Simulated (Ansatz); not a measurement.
Level of theory: PBE with D3(BJ) dispersion (plane waves to 420 eV, PAW; Ansatz, a program for electronic structure).

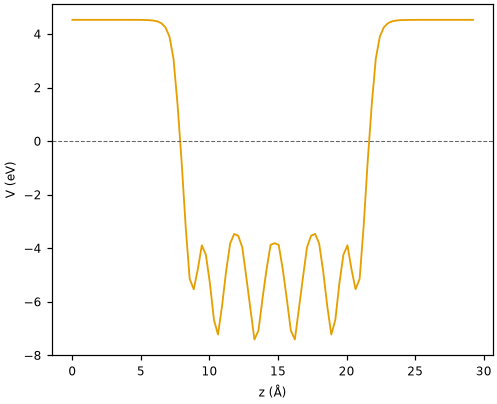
Figure: Planar average of the electrostatic potential across the slab, in eV from the Fermi level, for the (10-11) surface of bulk 2H WSe2 in its 1x1 cell (cut with top plane W, bottom plane W), outermost plane spacing 0.56 Å in the ideal cut (in the relaxation Se ended outermost)

Set-up: 30 atoms, Se20W10, 13.4 Å thick at the start; mesh 8x2x1; 0.025 eV smearing; dipole correction on; all atoms relaxed; held to the part of the start's symmetry that mesh and held atoms allow; no spin (no spin-polarised run to compare, though such a face may carry moments), no spin-orbit, no U. The slab shows no gap on its mesh.

The vacuum level lies 4.53 eV above the Fermi level over the top face and 4.53 eV above it under the bottom face.
